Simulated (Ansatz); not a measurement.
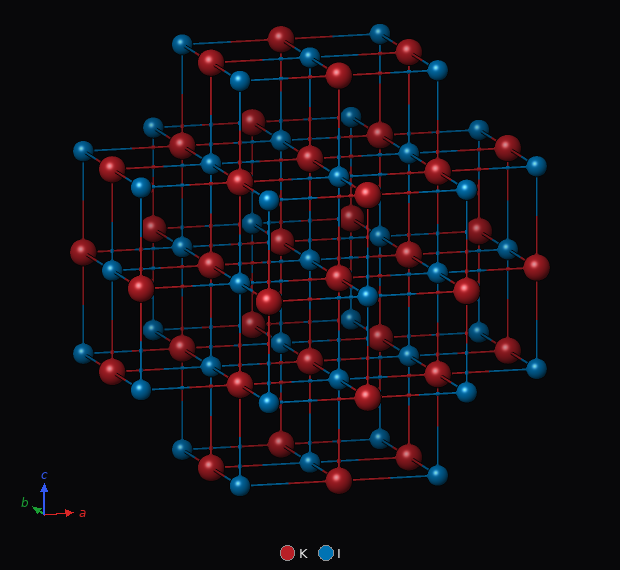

KI (space group Fm-3m, No. 225): the input geometry of an electronic-structure calculation (not necessarily at equilibrium); the starting structure was generated, so it need not be a known form of this composition.

Bonds are taken as I–K below 4 Å; no other contact counts. Simplification: prune 0- and 1-connected atoms, fold 2-connected ones into links.

Q: What kind of net remains, and which atoms are its nodes?

A: A uninodal 6-connected, three-periodic net: K and I are 6-connected nodes.

Q: Which named net is it?

A: It is the pcu net, known from NaCl, ReO3 and the B-X framework of perovskite.

Q: Is the net interpenetrated?

A: It is a single net, without interpenetration.

Q: Give the point symbol of each node (shortest cycle at each angle).

A: K and I: 4¹²·6³.

Q: How many nodes does the smallest cycle have?

A: Four.

The simplified net, drawn on the atoms' positions. Nodes are coloured by element. Edges to nodes outside the piece are drawn as stubs.

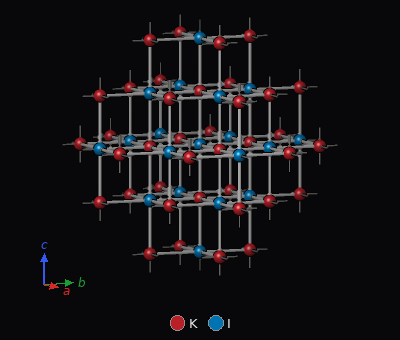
